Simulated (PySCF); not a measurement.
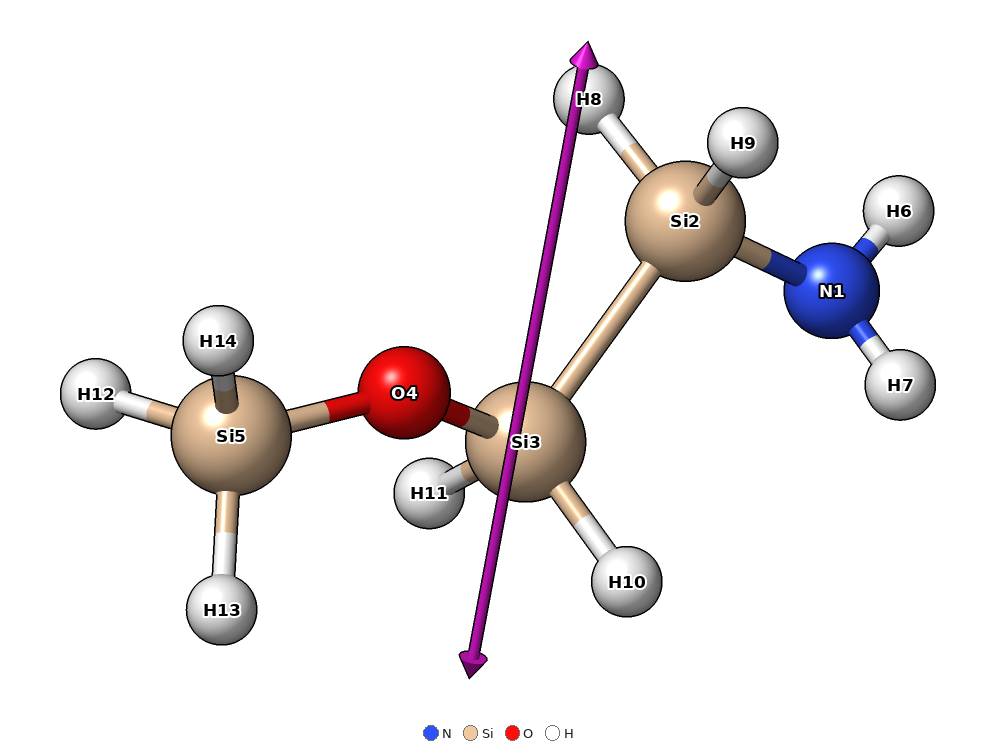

The double arrow shows the direction of the transition dipole to excited singlet state 2 (its length means nothing). The computed structure is the end point of a PBE0-D3(BJ)/def2-SVP optimisation. No frequency run is at hand to confirm it as a minimum. Level of theory: TDDFT PBE0/def2-SVPD, vertical, gas phase, core orbitals frozen in the response (PySCF 2.14.0).

**Give its energy, strength and character.**

6.19 eV (200 nm), oscillator strength 0.017, mainly HOMO−1 → LUMO (weight 0.86); transition dipole 0.85 D.
